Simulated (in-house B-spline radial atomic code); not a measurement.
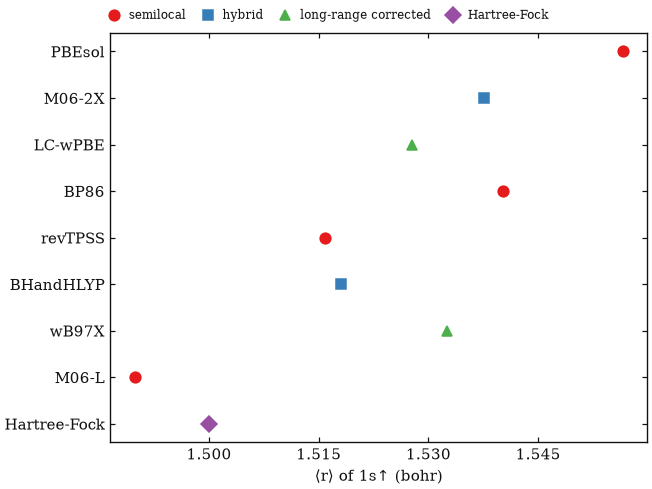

A free H atom; electrons: 1s1 (high spin). All runs are non-relativistic, spin-polarised and spherical, computed with an in-house B-spline radial code. Hartree-Fock is the average over the configuration. The plot shows the mean radius (bohr) of the 1s up orbital by 9 methods.

Rank the methods.

Answer. The most compact is M06-L (1.490) and the most diffuse PBEsol (1.557), a spread of 4.4 %. In order (bohr): M06-L (1.490), Hartree-Fock (1.500), revTPSS (1.516), BHandHLYP (1.518), LC-wPBE (1.528), wB97X (1.533), M06-2X (1.538), BP86 (1.540), PBEsol (1.557).
